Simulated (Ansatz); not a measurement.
# TiSn (model cell, started as zinc blende): from the cell to its phonons

Task: relax TiSn (model cell, started as zinc blende), then find its harmonic phonons.

Calculated with Ansatz 0.2.0; DFT PBEsol, scalar-relativistic, plane waves, PAW.

The structure was built from a prototype and need not be the compound's stable phase.

**1. Starting point**

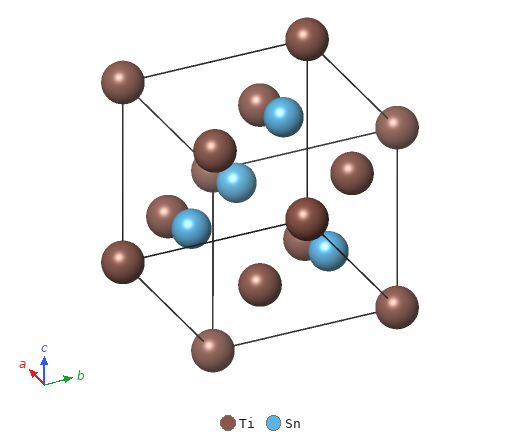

The cell as given, from a free direction (titanium brown, tin blue). This picture shows the conventional cell, with its axes. Some periodic images of atoms are drawn too.

Structure file:

```cif
data_structure
_symmetry_space_group_name_H-M 'F-43m'
_symmetry_Int_Tables_number 216
_cell_length_a 6.0892
_cell_length_b 6.0892
_cell_length_c 6.0892
_cell_angle_alpha 90.000
_cell_angle_beta 90.000
_cell_angle_gamma 90.000
_cell_volume 225.78
loop_
_atom_site_label
_atom_site_type_symbol
_atom_site_symmetry_multiplicity
_atom_site_Wyckoff_symbol
_atom_site_fract_x
_atom_site_fract_y
_atom_site_fract_z
_atom_site_occupancy
Ti1 Ti 4 a 0.00000 0.00000 0.00000 1
Sn1 Sn 4 d 0.25000 0.25000 0.75000 1
```

**2. Relaxation**

Harmonic phonons are second derivatives at a point where the forces vanish, and they are wanted at zero stress, so atoms and cell are relaxed first.

Contents of input.yaml:

```yaml
crystal:
  lattice:
    - [0.0, 3.0446, 3.0446]
    - [3.0446, 0.0, 3.0446]
    - [3.0446, 3.0446, 0.0]
  atoms:
    - { symbol: Ti, position: [0.0, 0.0, 0.0] }
    - { symbol: Sn, position: [0.25, 0.25, 0.25] }
kpoints:
  mp_grid: { grid: [10, 10, 10] }
hamiltonian:
  xc: pbesol
scf:
  occupations: { method: gaussian, width: 0.01 }
output:
  forces: true
  stress: true
  eigenvalues: true
relax:
  adjacent_minimum: "off"
  f_tol: 0.005
  max_steps: 80
  cell: { stress_tol: 0.05 }
```

Launch:

```console
ansatz run input.yaml --threads 4 --pin off --max-ram 7168MiB --backend cpu --events-out ev --progress --plain --runs-dir out
```

Numbers of over 12 decimals in the logs are rounded to 6 here.

What it wrote:

```text
Engine: ansatz 0.2.0, aarch64-unknown-linux-gnu
Pseudopotentials: kind: paw
Pseudopotential: Ti, paw, valence charge 12, recommended cutoff 420 eV (normal), Ti.paw.azcp
Pseudopotential: Sn, paw, valence charge 14, recommended cutoff 420 eV (normal), Sn.paw.azcp
Functional definition: PBEsol
  exchange = pbesol_x
  correlation = pbesol_c
Crystal: 2 atoms, lattice volume = 56.444 Å³
Basis set: ecut = 420 eV, 1067 PW (Γ), exchange–correlation on 60×60×60 points (8 copies of the dense FFT grid, shifted against one another)
Bands: 17, of which v1, the nominal top of the filled ones, is band 13 counted from 1 (12 counted from 0)
Symmetry: 24 space group operations
Space group: F-43m (ITA 216), of the structure as read, at distance tolerance 3.8e-5 Å
k-points: 47 of 1000 (time reversal used)
Non-local potential: Ti, projectors of the file, l = 0: 3, l = 1: 2, l = 2: 3, l = 3: 1
Non-local potential: Sn, projectors of the file, l = 0: 2, l = 1: 2, l = 2: 2, l = 3: 2
PAW form: soft (Blöchl's): semilocal exchange-correlation on the pseudo side does not see the compensation charge
PAW frozen core: Ti, regenerated for the run's functional, and the local potential with it (the file was generated under x = pbe(κ = 0.804, μ = 0.219515), c = pbe(β = 0.066725))
PAW frozen core: Sn, regenerated for the run's functional, and the local potential with it (the file was generated under x = pbe(κ = 0.804, μ = 0.219515), c = pbe(β = 0.066725))
PAW one-centre angular grid: Ti, 590 points (default); XC on 64 Gauss nodes
PAW one-centre angular grid: Sn, 590 points (default); XC on 64 Gauss nodes
Initial density: superposition of atomic densities (neutral atoms: chi_scale 0, normalization atom), corrected by the library's trained network
Initial wavefunctions: pseudopotential atomic-orbital guess
Functional: x = pbesol(κ = 0.804, μ = 0.123457), c = pbesol(β = 0.046)
SCF iter   1: F=—  HF=-8421.990837 eV  |F-HF|=—  |Δ(HF+E_count)|=         —  Δρ=1.06e-2  dr2=7.83e-2  ethr=1.77e-3  ⟨swp⟩=6.0  Hψ=4189  notcnv=0
preconditioner: auto → none  [insulator: Δε(μ)=0.148 eV  Ē_g=13.948 eV  σ=0.010 eV  W_gap=1.00  n_scr=14 (ndim 8)  ℏωp=21.0 eV  f_vac=0.001  D(μ)=0.00/eV (n_scr^D=0)  ε∞_Penn≈3.3]
SCF iter   2: F=—  HF=-8421.979931 eV  |F-HF|=—  |Δ(HF+E_count)|=   1.09e-2  Δρ=2.96e-3  dr2=4.89e-3  ethr=3.01e-4  ⟨swp⟩=2.0  Hψ=1363  notcnv=0
SCF iter   3: F=—  HF=-8421.979577 eV  |F-HF|=—  |Δ(HF+E_count)|=   3.55e-4  Δρ=5.35e-4  dr2=5.55e-5  ethr=1.88e-5  ⟨swp⟩=2.0  Hψ=1116  notcnv=0
SCF iter   4: F=—  HF=-8421.979626 eV  |F-HF|=—  |Δ(HF+E_count)|=   4.94e-5  Δρ=1.55e-4  dr2=1.44e-5  ethr=2.14e-7  ⟨swp⟩=2.0  Hψ=1337  notcnv=0
SCF iter   5: F=—  HF=-8421.979622 eV  |F-HF|=—  |Δ(HF+E_count)|=   4.76e-6  Δρ=2.15e-5  dr2=1.60e-7  ethr=5.52e-8  ⟨swp⟩=2.0  Hψ=1222  notcnv=0
SCF iter   6: F=-8421.979622 eV  HF=-8421.979622 eV  |F-HF|=2.33e-8  |Δ(HF+E_count)|=   3.48e-8  Δρ=6.30e-6  dr2=2.44e-8  ethr=3.85e-10  ⟨swp⟩=5.1  Hψ=3541  notcnv=0
SCF 1 converged in 6 iterations: F = -8421.979622 eV  dr2 = 2.44e-8
  greatest PAW one-centre occupation: 0.999 electrons in one spin orbital (limit 2), on the Ti atom at site 0 (counted from 0), in its partial waves of l = 0
relax step   1: F+E_penalty+E_count = -8421.97962167 eV  Δ(F+E_penalty+E_count) = +0.000e0 eV  max|allowed force component| = 1.006e-16 eV/Å  Δτ_max = 0.0000 Å  P = +3.650 GPa  Ω = 56.444 Å³  (6 SCF iters, dr2 threshold 1.00e-7 eV, accepted)
Crystal: 2 atoms, lattice volume = 61.672 Å³
Basis set: ecut = 420 eV, 1243 PW (Γ), exchange–correlation on 60×60×60 points (8 copies of the dense FFT grid, shifted against one another)
Initial density: handed on by an earlier stage of this run
Initial wavefunctions: those handed on with the density
iter 1 solved again at ethr=1.00e-4 eV; its pass at ethr=3.10e-3 eV (dr2=2.61e-2 eV) is discarded
SCF iter   1: F=—  HF=-8422.019008 eV  |F-HF|=—  |Δ(HF+E_count)|=         —  Δρ=4.74e-3  dr2=2.64e-2  ethr=1.00e-4  ⟨swp⟩=1.2  Hψ=5459  notcnv=0
preconditioner: auto → none  [insulator: Δε(μ)=0.253 eV  Ē_g=3.878 eV  σ=0.010 eV  W_gap=1.00  n_scr=14 (ndim 8)  ℏωp=13.4 eV  f_vac=0.009  D(μ)=0.00/eV (n_scr^D=0)  ε∞_Penn≈12.9]
SCF iter   2: F=—  HF=-8422.015323 eV  |F-HF|=—  |Δ(HF+E_count)|=   3.69e-3  Δρ=1.36e-3  dr2=1.72e-3  ethr=1.00e-4  ⟨swp⟩=2.0  Hψ=1068  notcnv=0
SCF iter   3: F=—  HF=-8422.015281 eV  |F-HF|=—  |Δ(HF+E_count)|=   4.16e-5  Δρ=3.43e-4  dr2=5.73e-5  ethr=6.63e-6  ⟨swp⟩=2.0  Hψ=1098  notcnv=0
SCF iter   4: F=—  HF=-8422.015304 eV  |F-HF|=—  |Δ(HF+E_count)|=   2.33e-5  Δρ=4.87e-5  dr2=1.41e-6  ethr=2.21e-7  ⟨swp⟩=2.0  Hψ=978  notcnv=0
iter 5 did not close the SCF: its close was put off for the readings that it lacked (scf_convergence_deferred on its scf_iter line)
SCF iter   5: F=-8422.015305 eV  HF=-8422.015305 eV  |F-HF|=9.64e-9  |Δ(HF+E_count)|=   6.70e-7  Δρ=7.16e-6  dr2=2.48e-8  ethr=5.43e-9  ⟨swp⟩=2.0  Hψ=1222  notcnv=0
SCF iter   6: F=-8422.015305 eV  HF=-8422.015305 eV  |F-HF|=6.55e-11  |Δ(HF+E_count)|=   3.89e-9  Δρ=1.75e-6  dr2=1.10e-9  ethr=9.55e-11  ⟨swp⟩=2.0  Hψ=2820  notcnv=0
the search or the solves at the SCF's close seem to have found levels that the self-consistency loop had missed (the run counts 1). By its estimate they hold under 1e-12 electrons; where the run keeps them, the occupations were computed again with them
SCF 2 converged in 6 iterations: F = -8422.015305 eV  dr2 = 1.10e-9
relax step   2: F+E_penalty+E_count = -8422.01530495 eV  Δ(F+E_penalty+E_count) = -3.568e-2 eV  max|allowed force component| = 1.336e-16 eV/Å  Δτ_max = 0.0000 Å  P = -1.102 GPa  Ω = 61.672 Å³  energy of the carried Pulay correction = -4.621e-4 eV  (6 SCF iters, dr2 threshold 2.00e-7 eV, accepted)
Crystal: 2 atoms, lattice volume = 60.376 Å³
iter 1 solved again at ethr=3.15e-6 eV; its pass at ethr=3.10e-3 eV (dr2=8.19e-4 eV) is discarded
SCF iter   1: F=—  HF=-8422.020508 eV  |F-HF|=—  |Δ(HF+E_count)|=         —  Δρ=9.74e-4  dr2=1.06e-3  ethr=3.15e-6  ⟨swp⟩=2.0  Hψ=5737  notcnv=0
preconditioner: auto → none  [insulator: Δε(μ)=0.195 eV  Ē_g=13.651 eV  σ=0.010 eV  W_gap=1.00  n_scr=14 (ndim 8)  ℏωp=20.3 eV  f_vac=0.001  D(μ)=0.00/eV (n_scr^D=0)  ε∞_Penn≈3.2]
SCF iter   2: F=—  HF=-8422.020362 eV  |F-HF|=—  |Δ(HF+E_count)|=   1.45e-4  Δρ=3.02e-4  dr2=7.70e-5  ethr=3.15e-6  ⟨swp⟩=2.1  Hψ=1131  notcnv=0
SCF iter   3: F=—  HF=-8422.020359 eV  |F-HF|=—  |Δ(HF+E_count)|=   3.15e-6  Δρ=7.86e-5  dr2=3.20e-6  ethr=2.96e-7  ⟨swp⟩=2.0  Hψ=885  notcnv=0
iter 4 did not close the SCF: its close was put off for the readings that it lacked (scf_convergence_deferred on its scf_iter line)
SCF iter   4: F=-8422.020360 eV  HF=-8422.020360 eV  |F-HF|=1.01e-8  |Δ(HF+E_count)|=   8.83e-7  Δρ=1.44e-5  dr2=1.16e-7  ethr=1.23e-8  ⟨swp⟩=2.2  Hψ=1047  notcnv=0
iter 5 did not close the SCF: its close was put off for the readings that it lacked (scf_convergence_deferred on its scf_iter line)
SCF iter   5: F=-8422.020360 eV  HF=-8422.020360 eV  |F-HF|=1.46e-10  |Δ(HF+E_count)|=   3.20e-8  Δρ=1.86e-6  dr2=1.56e-9  ethr=4.45e-10  ⟨swp⟩=2.0  Hψ=1222  notcnv=0
SCF iter   6: F=-8422.020360 eV  HF=-8422.020360 eV  |F-HF|=1.64e-11  |Δ(HF+E_count)|=  8.04e-10  Δρ=3.88e-7  dr2=6.24e-11  ethr=5.99e-12  ⟨swp⟩=1.4  Hψ=2231  notcnv=0
SCF 3 converged in 6 iterations: F = -8422.020360 eV  dr2 = 6.24e-11
relax step   3: F+E_penalty+E_count = -8422.02036021 eV  Δ(F+E_penalty+E_count) = -5.055e-3 eV  max|allowed force component| = 1.236e-16 eV/Å  Δτ_max = 0.0000 Å  P = -0.102 GPa  Ω = 60.376 Å³  energy of the carried Pulay correction = -3.513e-4 eV  (6 SCF iters, dr2 threshold 2.00e-7 eV, accepted)
[...]
relax step   4: F+E_penalty+E_count = -8422.02041163 eV  Δ(F+E_penalty+E_count) = -5.142e-5 eV  max|allowed force component| = 1.425e-16 eV/Å  Δτ_max = 0.0000 Å  P = +0.003 GPa  Ω = 60.246 Å³  energy of the carried Pulay correction = -3.401e-4 eV  (6 SCF iters, dr2 threshold 2.62e-8 eV, accepted)
Initial wavefunctions: pseudopotential atomic-orbital guess (no wavefunctions were taken with the density)
iter 1 solved again at ethr=1.53e-7 eV; its pass at ethr=3.10e-3 eV (dr2=3.99e-5 eV) is discarded
SCF iter   1: F=—  HF=-8422.020710 eV  |F-HF|=—  |Δ(HF+E_count)|=         —  Δρ=1.97e-4  dr2=6.42e-7  ethr=1.53e-7  ⟨swp⟩=3.3  Hψ=5979  notcnv=0
preconditioner: auto → none  [insulator: Δε(μ)=0.197 eV  Ē_g=13.679 eV  σ=0.010 eV  W_gap=1.00  n_scr=14 (ndim 8)  ℏωp=20.3 eV  f_vac=0.002  D(μ)=0.00/eV (n_scr^D=0)  ε∞_Penn≈3.2]
SCF iter   2: F=—  HF=-8422.020761 eV  |F-HF|=—  |Δ(HF+E_count)|=   5.15e-5  Δρ=9.81e-5  dr2=1.56e-7  ethr=2.47e-9  ⟨swp⟩=2.1  Hψ=1186  notcnv=0
SCF iter   3: F=—  HF=-8422.020778 eV  |F-HF|=—  |Δ(HF+E_count)|=   1.66e-5  Δρ=1.03e-5  dr2=7.48e-9  ethr=6.01e-10  ⟨swp⟩=2.0  Hψ=906  notcnv=0
SCF iter   4: F=—  HF=-8422.020778 eV  |F-HF|=—  |Δ(HF+E_count)|=   1.70e-7  Δρ=7.92e-7  dr2=9.89e-11  ethr=2.88e-11  ⟨swp⟩=2.0  Hψ=1222  notcnv=0
iter 5 did not close the SCF: its close was put off for the readings that it lacked (scf_convergence_deferred on its scf_iter line)
SCF iter   5: F=-8422.020778 eV  HF=-8422.020778 eV  |F-HF|=2.36e-11  |Δ(HF+E_count)|=  6.88e-10  Δρ=1.49e-7  dr2=4.51e-12  ethr=1.00e-12  ⟨swp⟩=2.0  Hψ=1081  notcnv=0
SCF iter   6: F=-8422.020778 eV  HF=-8422.020778 eV  |F-HF|=3.64e-12  |Δ(HF+E_count)|=  2.36e-11  Δρ=2.92e-8  dr2=3.02e-13  ethr=1.00e-12  ⟨swp⟩=4.0  Hψ=3149  notcnv=0
SCF 5 converged in 6 iterations: F = -8422.020778 eV  dr2 = 3.02e-13
relax step   5: F+E_penalty+E_count = -8422.02077809 eV  Δ(F+E_penalty+E_count) = -3.665e-4 eV  max|allowed force component| = 1.605e-16 eV/Å  Δτ_max = 0.0000 Å  P = +0.008 GPa  Ω = 60.246 Å³  stress off target by 8.00e-3 GPa  SCF on the basis re-selected at this cell (its energy is not comparable with the rows above)  (6 SCF iters)
basis re-selected at this cell: Δ(F+E_penalty+E_count) = -3.665e-4 eV, ΔP = +0.005 GPa vs the last step (what re-selecting the basis moved, of the pressure what is left beyond the Pulay correction that the steps carried, after the strain that the cell walked since its last selection, with what the two solves' SCF thresholds leave and, on support functions, any second-order correction that the steps lacked; it is no m [...]
SCF converged after 6 iterations
Free energy (F): -8422.020778 eV
Harris-Foulkes:  -8422.020778 eV  (|F-HF|=3.64e-12)
Internal energy: -8422.020778 eV  (E = F + TS)
E sigma→0 (E₀):  -8422.020778 eV
Fermi energy:    7.079045 eV
--- Per-component energies (eV) ---
  E_band       = -351.946850
  E_kinetic    = 458.448035
  E_local      = -2319.301754  (includes V_loc(G=0)·N_el)
  E_nonlocal   = -19.078885
  E_hartree    = 1135.423921
  E_xc         = -474.056794
  E_vxc        = -216.011320  (∫ρ·V_xc dr)
  E_paw        = -5088.567818  (= ΣΔE_a)
  E_vpaw       = -526.850855  (= ΣTr[D̂ρ^β])
  E_aug_tail   = 0.000111  (compensation charges beyond the density's cutoff)
  E_ewald      = -2115.311818
  E_core_change = 0.424224  (= ΣΔE_core)
  E_smearing   = -0.000000  (= −TS)
  E_closure    = 0.000000  (closes the sum)
  Σ components = -8422.020778   (vs F -8422.020778, Δ=0.00e0)
--- Forces (eV/Å), atoms counted from 1 ---
  atom   1  Ti     0.00000000    -0.00000000    -0.00000000
  atom   2  Sn     0.00000000     0.00000000     0.00000000
  max |Σ_I F_I| component: 3.08e-16 eV/Å
--- Stress (GPa, compression-positive) ---
        0.007996      -0.000000      -0.000000
       -0.000000       0.007996      -0.000000
       -0.000000      -0.000000       0.007996
  P = ⅓ Tr σ = 0.0080 GPa (0.080 kbar)
--- Band table (eV; the first three rows and the last of 47) ---
  k-point 0: bands = [... 9 lower, -0.8285, 6.2297, 6.2297, 6.2297, 7.8533, 7.8533, 12.0542, 12.7168]
  k-point 1: bands = [... 9 lower, -0.7344, 6.0802, 6.2596, 6.2596, 7.8347, 7.8347, 11.3987, 12.4022]
  k-point 2: bands = [... 9 lower, -0.4665, 5.6883, 6.3310, 6.3310, 7.8083, 7.8083, 10.1222, 11.8431]
  k-point 46: bands = [... 9 lower, 0.9744, 5.0843, 5.8128, 6.7751, 7.2306, 7.8971, 8.1109, 8.5997]
--- Relaxed structure (4 steps of the walk, 4 accepted, 1 SCFs on fresh bases) ---
  F+E_penalty+E_count = -8422.02077809 eV   max|allowed force component| = 1.605e-16 eV/Å   (the final SCF, on the basis selected at the relaxed cell)
  cell:  # Å, volume = 60.2459 Å³
    - [0, 3.111471, 3.111471]
    - [3.111471, 0.0, 3.111471]
    - [3.111471, 3.111471, 0]
  atoms:
    - { symbol: Ti, position: [0, 0, 0] }
    - { symbol: Sn, position: [0.250000, 0.250000, 0.250000] }
```

Wall time 7.2 s (4 threads of Arm Neoverse V1, shared host); peak memory 0.42 GiB.

The steps of the relaxation:

```csv
step,energy less that of the first step (eV),largest force component (eV/Å),pressure (GPa),volume (Å³)
1,0.0000,0.0000,3.65,56.44
2,-0.0357,0.0000,-1.10,61.67
3,-0.0407,0.0000,-0.10,60.38
4,-0.0408,0.0000,0.00,60.25
5*,-0.0412,0.0000,0.01,60.25
```

Relaxation steps marked * repeat the geometry before them on a plane-wave basis chosen anew for their cell, so energy and pressure can jump there.

The run keeps the 24 symmetry operations that it works with, so distortions that break them were not tested.

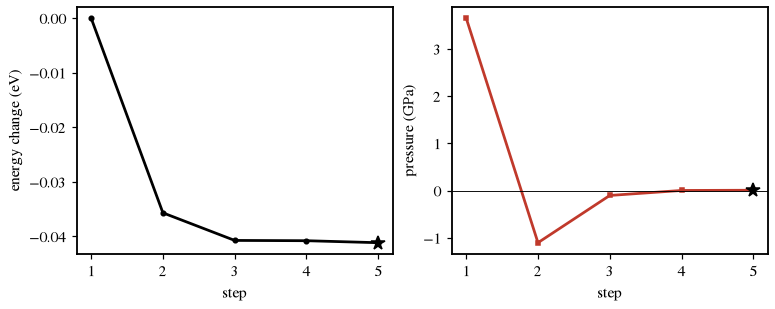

Energy and pressure along the relaxation. Stars mark steps on a basis chosen anew.

```csv
"conventional cell, symmetrised",before,after,change
a (Å),6.089,6.223,+2.2 %
b (Å),6.089,6.223,+2.2 %
c (Å),6.089,6.223,+2.2 %
volume (Å³/atom),28.22,30.12,+6.7 %
```

Final coordinates:

```cif
data_structure
_symmetry_space_group_name_H-M 'P 1'
_symmetry_Int_Tables_number 1
_cell_length_a 4.4003
_cell_length_b 4.4003
_cell_length_c 4.4003
_cell_angle_alpha 60.000
_cell_angle_beta 60.000
_cell_angle_gamma 60.000
_cell_volume 60.25
loop_
_atom_site_label
_atom_site_type_symbol
_atom_site_fract_x
_atom_site_fract_y
_atom_site_fract_z
_atom_site_occupancy
Ti1 Ti 0.00000 0.00000 0.00000 1
Sn2 Sn 0.25000 0.25000 0.25000 1
```

This step gave:

* pressure: 0.007996 GPa
* gap on the k-mesh: 0.1971 eV
* volume per atom: 30.12 Å³
* direct gap on mesh: 0.1971 eV

In this step the volume went from 28.22 to 30.12 Å³/atom.

**3. Relaxing to small forces for the phonons**

Phonons need a cell at rest on their own settings, so the relaxation is repeated with tight tolerances on forces and stress on the k mesh and occupations of the first response run.

input.yaml, the sections that differ from step 2:

```yaml
crystal:
  lattice:
    - [0.0, 3.1114707669, 3.1114707669]
    - [3.1114707669, 0.0, 3.1114707669]
    - [3.1114707669, 3.1114707669, 0.0]
  atoms:
    - { symbol: Ti, position: [0.0, 0.0, 0.0] }
    - { symbol: Sn, position: [0.25, 0.25, 0.25] }
kpoints:
  mp_grid: { grid: [12, 12, 12] }
relax:
  adjacent_minimum: "off"
  f_tol: 0.001
  max_steps: 60
  cell: { stress_tol: 0.01 }
# hamiltonian, scf, output: as in step 2
```

What it wrote:

```text
[...]
Crystal: 2 atoms, lattice volume = 60.246 Å³
Basis set: ecut = 420 eV, 1243 PW (Γ), exchange–correlation on 60×60×60 points (8 copies of the dense FFT grid, shifted against one another)
Bands: 17, of which v1, the nominal top of the filled ones, is band 13 counted from 1 (12 counted from 0)
Symmetry: 24 space group operations
[...]
k-points: 72 of 1728 (time reversal used)
[...]
k-point 71: bands = [... 9 lower, 0.9752, 5.3266, 5.5220, 6.7567, 7.2341, 7.8908, 8.1110, 8.5962]
--- Relaxed structure (1 steps of the walk, 1 accepted, 1 SCFs on fresh bases) ---
[...]
cell:  # Å, volume = 60.2459 Å³
    - [0.0, 3.1114707669, 3.1114707669]
    - [3.1114707669, 0.0, 3.1114707669]
    - [3.1114707669, 3.1114707669, 0.0]
  atoms:
    - { symbol: Ti, position: [0.0, 0.0, 0.0] }
    - { symbol: Sn, position: [0.25, 0.25, 0.25] }
[key lines of the parts left out:]
SCF converged after 8 iterations
Free energy (F): -8422.020743 eV
Fermi energy:    7.078995 eV
P = ⅓ Tr σ = 0.0088 GPa (0.088 kbar)
```

Wall time 5.7 s (4 threads); peak memory 0.45 GiB; 20 s of CPU time.

Little changed from the start: no atom moved by 0.005 Å and no cell edge by 0.1 %.

Numbers from this step:

* pressure: 0.008764 GPa
* gap on the k-mesh: 0.1970 eV
* direct gap on mesh: 0.1970 eV

The forces vanish by symmetry and the pressure is 0.009 GPa, within the tolerances set. The cell now holds 30.12 Å³/atom.

[end of part 1 of 2]

[Logs are printed without paths, hosts, clocks, repeated set-up lines and the standing remarks that a program may print on its own settings, such as how far it seeks lower states.]

[Hosts, paths, dates, database ids (printed as entryN), source tags and the programs' standing remarks are cut or masked in the printed files.]
